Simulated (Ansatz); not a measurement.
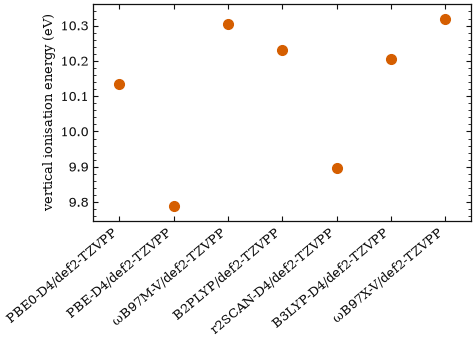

Vertical ionisation energy of B₂NH₄F, SMILES NBBF, taken as the energy of the cation less that of the neutral at fixed geometry (unrestricted doublet cation, cores frozen in correlated methods, no spin-orbit coupling), the Ansatz code, at a PBE0-D4/def2-TZVP geometry (a minimum by its frequencies).

What range do the values span?

From 9.79 eV (PBE-D4/def2-TZVPP) to 10.32 eV (ωB97X-V/def2-TZVPP).

Give the values.

| level | eV |
| --- | --- |
| PBE0-D4/def2-TZVPP | 10.13 |
| PBE-D4/def2-TZVPP | 9.79 |
| ωB97M-V/def2-TZVPP | 10.30 |
| B2PLYP/def2-TZVPP | 10.23 |
| r2SCAN-D4/def2-TZVPP | 9.90 |
| B3LYP-D4/def2-TZVPP | 10.20 |
| ωB97X-V/def2-TZVPP | 10.32 |

Limits of at least one run: one conformer of a flexible molecule.
